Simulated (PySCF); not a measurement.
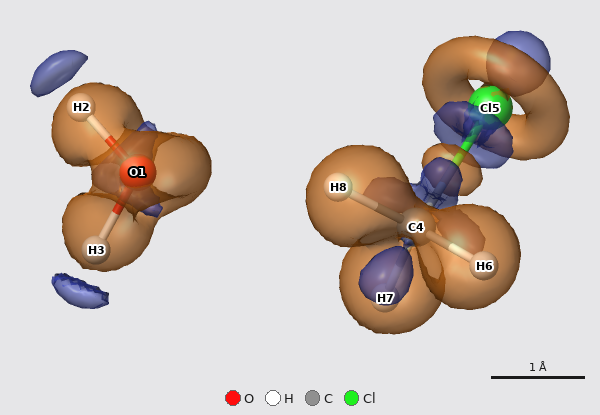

*CH₅ClO, SMILES `O.CCl`. Deformation density (molecule less spherical, spin-averaged free atoms at the same positions), surfaces at ±0.09 e/Å³; orange: gain, blue: loss.*

Method: CAM-B3LYP/def2-TZVP; geometry: an unrelaxed start of a pair search; program: PySCF.

Coordinates in Å:

```
O1      -2.8207    0.2175    0.0813
H2      -3.1439    1.0969   -0.1287
H3      -3.2640   -0.3957   -0.5102
C4       0.2898   -0.8545    0.0171
Cl5      1.5947    0.3498   -0.0104
H6       0.5466   -1.6145    0.7488
H7       0.2144   -1.2908   -0.9750
H8      -0.6367   -0.3553    0.2885
```

**Describe the bonding that the map shows.**

O1–H3: +0.84 e/Å³ at the bond critical point (bond length 0.96 Å, Mayer order 0.9). O1–H2: +0.84 e/Å³ at the bond critical point (bond length 0.96 Å, Mayer order 0.9). C4–H8: +0.82 e/Å³ at the bond critical point (bond length 1.09 Å, Mayer order 1.0). C4–H6: +0.79 e/Å³ at the bond critical point (bond length 1.09 Å, Mayer order 1.0). C4–H7: +0.78 e/Å³ at the bond critical point (bond length 1.09 Å, Mayer order 1.0). C4–Cl5: +0.18 e/Å³ at the bond critical point (bond length 1.78 Å, Mayer order 1.1). In all, 1.8 electrons gather in the regions of gain relative to the promolecule.

**Where do the Hirshfeld charges lie?**

The highest Hirshfeld charge is on H2 (+0.17 e), the lowest on O1 (−0.29 e).

```csv
atom,charge (e)
O1,−0.29
H2,+0.17
H3,+0.17
C4,−0.10
Cl5,−0.09
H6,+0.05
H7,+0.05
H8,+0.03
```
